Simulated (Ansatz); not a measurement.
Input

```
crystal:
  lattice:
    - [0.0, 3.5272880847, 3.5272880847]
    - [3.5272880847, 0.0, 3.5272880847]
    - [3.5272880847, 3.5272880847, 0.0]
  atoms:
    - { symbol: Mn, position: [0.25, 0.25, 0.25], spin: 4.53 }
    - { symbol: Mn, position: [0.75, 0.75, 0.75], spin: 4.53 }
    - { symbol: Si, position: [0.0, 0.0, 0.0] }
    - { symbol: O, position: [0.7562682218, 0.2437317782, 0.2437317782], spin: -0.43 }
    - { symbol: O, position: [0.2437317782, 0.7562682218, 0.7562682218], spin: -0.43 }
    - { symbol: O, position: [0.2437317782, 0.7562682218, 0.2437317782], spin: -0.43 }
    - { symbol: O, position: [0.7562682218, 0.2437317782, 0.7562682218], spin: -0.43 }
    - { symbol: O, position: [0.2437317782, 0.2437317782, 0.7562682218], spin: -0.43 }
    - { symbol: O, position: [0.7562682218, 0.7562682218, 0.2437317782], spin: -0.43 }
basis:
  ecutwfc: 420
kpoints:
  mp_grid: { grid: [10, 10, 10] }
hamiltonian:
  xc: pbe
scf:
  occupations: { method: gaussian, width: 0.1 }
output:
  forces: true
  stress: true
  eigenvalues: true
  populations: true
  write_density: true
  write_potential: true
  elf: true
  volumetric_format: npy
magnetization:
  spin_polarized: true
relax:
  adjacent_minimum: "off"
  f_tol: 0.01
  max_steps: 80
  cell: { stress_tol: 0.05 }
```

Command:

```sh
ansatz run input.yaml --threads 1 --pin off --max-ram 2560MiB --backend cpu --events-out ev --progress --plain --runs-dir out
```

Below, planes, directions and counts refer to the conventional cell (a = 7.05 Å, b = 7.05 Å, c = 7.05 Å, α = 90.00°, β = 90.00°, γ = 90.00°).

The fields are those of the run's last geometry, not of the input's.

Space group Fm-3m; a structure generated by program, which may or may not match a known phase; spin-polarised.

Computed with DFT PBE, scalar-relativistic, plane waves, PAW (Ansatz 0.2.0).

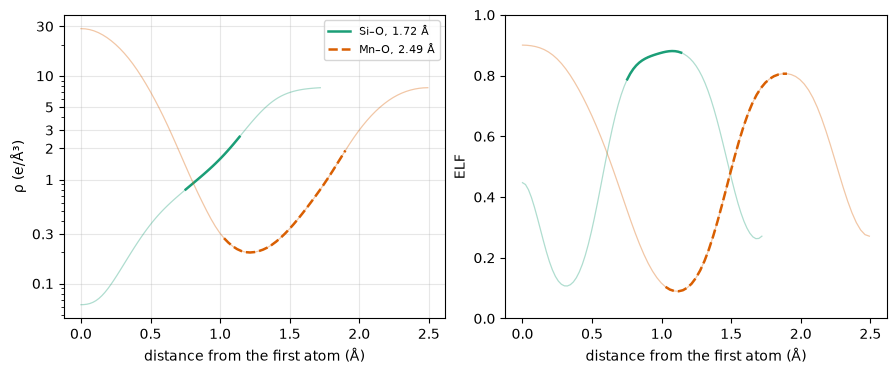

Mn$_{2}$SiO$_{6}$. Valence electron density and electron localisation function along straight lines between neighbouring atoms. Thin, pale parts lie inside the atomic spheres.

Core electrons are frozen (PAW), and the valence fields are smoothed inside the atomic spheres.

> What can be read from the curves?

Si–O (1.72 Å): ρ at the midpoint is about 1.1 e/Å³; the ELF peaks at about 0.90 between the atoms.
Mn–O (2.49 Å): ρ is about 0.2 e/Å³ halfway; the ELF is about 0.15 at the midpoint: no shared electron pair shows on this line.
